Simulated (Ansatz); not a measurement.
# AlSiHS (triplet): inputs that go wrong

4 inputs are run for AlSiHS (triplet) as typed; the log has to tell whether the result can be used and what must change.

Computed with Ansatz 0.2.0, Gaussian basis. Level: the settings change from run to run.

19 further runs of the same task are left out: 6 that didn't finish, 13 set aside as unsound or not needed.

### Step 1. The geometry

The geometry is a PBE0/def2-TZVP stationary point (not a proven minimum).

4 atoms, charge 0, spin multiplicity 3.

Atoms are counted from 1 here; the program's logs count them from 0.

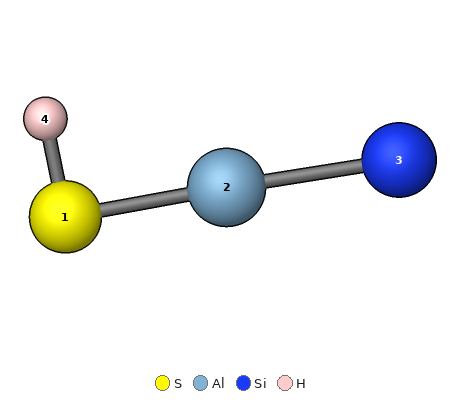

The structure; sulfur yellow, aluminium light blue, silicon blue, hydrogen pink; atoms are numbered from 1 in the order of the file.

Coordinates:

```xyz
4
AlHSSi
S     0.0000   -0.3732    1.6695
Al    0.0000   -0.3075   -0.5286
Si    0.0000   -0.2912   -2.8750
H     0.0000    0.9719    1.7341
```

### Step 2. Attempt 1

Contents of in.yaml:

```yaml
crystal:
  periodic: [false, false, false]
  atoms:
    - {symbol: S, position_ang: [-0.000005, -0.373242, 1.669500]}
    - {symbol: Al, position_ang: [0.000013, -0.307465, -0.528629]}
    - {symbol: Si, position_ang: [-0.000005, -0.291203, -2.875005]}
    - {symbol: H, position_ang: [-0.000003, 0.971910, 1.734134]}
basis:
  gaussian: {orbitals: "6-31G*"}
magnetization: {spin_polarized: false, initial_magnetization: 2}
correlation: {active_space: {window: {electrons: 4, orbitals: 4}, states: [{multiplicity: 3, weights: [1, 1]}], root: 5}}
```

Started as:

```bash
$ ansatz run in.yaml --threads 1 --pin off --events-out ev --progress --plain --max-ram 2393MiB
```

The log of the run:

```text
Error: the active space averages no state 5, counted from zero
```

Run time: 0.03 s. Hardware: 1 thread of Arm Neoverse V1, shared host.

Diagnosis: The run was refused. The root asked for lies beyond the states averaged. Fix: average more states or name a lower root.

### Step 3. Attempt 2

Contents of in.yaml:

```yaml
crystal:
  periodic: [false, false, false]
  atoms:
    - {symbol: S, position_ang: [-0.000005, -0.373242, 1.669500]}
    - {symbol: Al, position_ang: [0.000013, -0.307465, -0.528629]}
    - {symbol: Si, position_ang: [-0.000005, -0.291203, -2.875005]}
    - {symbol: H, position_ang: [-0.000003, 0.971910, 1.734134]}
basis:
  gaussian: {orbitals: "6-31G*"}
magnetization: {spin_polarized: false, initial_magnetization: 2}
correlation: {method: fic_mrcisd_q, electrons: valence, active_space: {window: {electrons: 5, orbitals: 4}}}
```

The command is unchanged.

The log of the run:

```text
Functional definition: HF
  name "HF"
  cite "Fock, Z. Phys. 61, 126 (1930) doi:10.1007/BF01340294"
  parent pbe
  exchange = exact_x
  correlation = 0
528 factors; integrals over basis functions are off by at most 1.1e-3 eV
mean field evaluation 1: about -25275.0877 eV, gradient 1.4e1 eV
mean field evaluation 2: about -25275.1172 eV, gradient 1.4e1 eV
mean field evaluation 4: about -25276.0795 eV, gradient 1.5e0 eV
mean field evaluation 8: about -25276.1012 eV, gradient 1.6e-1 eV
mean field -25276.10192220 eV, -928.8796128835 hartree, gradient 2.8e-6 eV, S^2 2.000000; 0 other end points of the search recorded, 0 dependent functions left out
reference -25276.10192220 eV, -928.8796128835 hartree; 23, 21 occupied and 36, 38 virtual orbitals, 528 factors
Error: 5 electrons in 4 orbitals form no window around the highest filled level of the reference
```

Wall time 0.6 s (1 thread of Arm Neoverse V1, shared host).

Diagnosis: The run stopped with an error. The active window can't be built from these electrons and orbitals. Fix: choose counts that fit the spin, the electrons and the basis.

### Step 4. Attempt 3

Contents of in.yaml:

```yaml
crystal:
  periodic: [false, false, false]
  atoms:
    - {symbol: S, position_ang: [-0.000005, -0.373242, 1.669500]}
    - {symbol: Al, position_ang: [0.000013, -0.307465, -0.528629]}
    - {symbol: Si, position_ang: [-0.000005, -0.291203, -2.875005]}
    - {symbol: H, position_ang: [-0.000003, 0.971910, 1.734134]}
basis:
  gaussian: {orbitals: 6-31G}
correlation: {method: sc_nevpt2, electrons: outside_noble_gas, active_space: {window: {electrons: 4, orbitals: 4}}}
scf: {omitted_lower_state_checks: [cluster_reference]}
magnetization: {spin_polarized: true, initial_magnetization: 2}
```

Same command.

The log of the run:

```text
Error: invalid value for `correlation.active_space`: it starts from restricted Hartree–Fock orbitals; set hamiltonian.xc: hf without magnetization.spin_polarized
```

Run time: 0.03 s. Hardware: 1 thread of Arm Neoverse V1, shared host.

**Diagnosis.** The run was refused. An active space is asked on unrestricted orbitals. Fix: drop spin_polarized: true.

### Step 5. Attempt 4

Contents of in.yaml:

```yaml
crystal:
  periodic: [false, false, false]
  atoms:
    - {symbol: S, position_ang: [-0.000005, -0.373242, 1.669500]}
    - {symbol: Al, position_ang: [0.000013, -0.307465, -0.528629]}
    - {symbol: Si, position_ang: [-0.000005, -0.291203, -2.875005]}
    - {symbol: H, position_ang: [-0.000003, 0.971910, 1.734134]}
basis:
  gaussian: {orbitals: STO-3G, point_charges: [{charge: -0.50, position_ang: [2.605, 0.117, -0.673]}]}
magnetization: {spin_polarized: true, initial_magnetization: 8}
correlation: {method: ccsd, electrons: outside_noble_gas, diis_vectors: 12}
```

Same command.

The log of the run (excerpt; [...] marks lines left out):

```text
Functional definition: HF
  name "HF"
  cite "Fock, Z. Phys. 61, 126 (1930) doi:10.1007/BF01340294"
  parent pbe
[...]
296 factors; integrals over basis functions are off by at most 4.2e-5 eV
[...]
mean field -24971.15694890 eV, -917.6730918139 hartree, gradient 1.7e-6 eV, S^2 20.002423; 16 other end points of the search recorded, 0 dependent functions left out
determinant -24971.15694890 eV, -917.6730918139 hartree, with singles and doubles -24971.88592410 eV, -917.6998811584 hartree
determinant -24969.98688975 eV, -917.6300929335 hartree, with singles and doubles -24970.66209687 eV, -917.6549063372 hartree
determinant -24969.41482909 eV, -917.6090700919 hartree, with singles and doubles -24970.21445707 eV, -917.6384558780 hartree
determinant -24969.16399325 eV, -917.5998520446 hartree, with singles and doubles -24969.98935923 eV, -917.6301836851 hartree
determinant -24969.00325402 eV, -917.5939449868 hartree, with singles and doubles -24970.05021829 eV, -917.6324202144 hartree
determinant -24967.85701604 eV, -917.5518215183 hartree, with singles and doubles -24968.48386573 eV, -917.5748578193 hartree
15 core orbitals not correlated: weight in the atoms' cores, before any rotation towards them, 0.999 or more for the frozen orbitals, at most 0.000 for the correlated occupied ones
reference -24971.15694890 eV, -917.6730918139 hartree; 11, 3 occupied and 2, 10 virtual orbitals, 296 factors
second order -0.47706358 eV of doubles, -0.00000000 eV of singles
cycle   1  -0.72898732 eV  change   -1.2e-5 eV  update   9.7e-4
[...]
cycle   7  -0.72935372 eV  change    2.1e-7 eV  update   9.6e-6
Total energy: -24971.88630262 eV, -917.6998950688 hartree
```

Run time: 2.4 s. Hardware: 1 thread of Arm Neoverse V1, shared host.

**Diagnosis.** The run converged, which proves nothing about the input. Far too many unpaired electrons are asked for. Its energy belongs to the state of multiplicity 9, not to the triplet that was meant. Fix: set initial_magnetization to that of the wanted state.

### Step 6. How the runs ended

| attempt | level | ended | cause | time |
| --- | --- | --- | --- | --- |
| 1 | CASSCF(4,4)/6-31G* | refused | the root asked for lies beyond the states averaged | 0.03 s |
| 2 | MRCISD+Q(5,4)/6-31G* | stopped by an error | the active window can't be built from these electrons and orbitals | 0.6 s |
| 3 | NEVPT2(4,4)/6-31G | refused | an active space is asked on unrestricted orbitals | 0.03 s |
| 4 | CCSD on UHF/STO-3G | converged | far too many unpaired electrons are asked for | 2.4 s |

2 refused, 1 stopped by an error, 1 converged. The input that converges on a wrong geometry or spin is the dangerous one: no error points at it, so geometry and ⟨S²⟩ have to be checked.
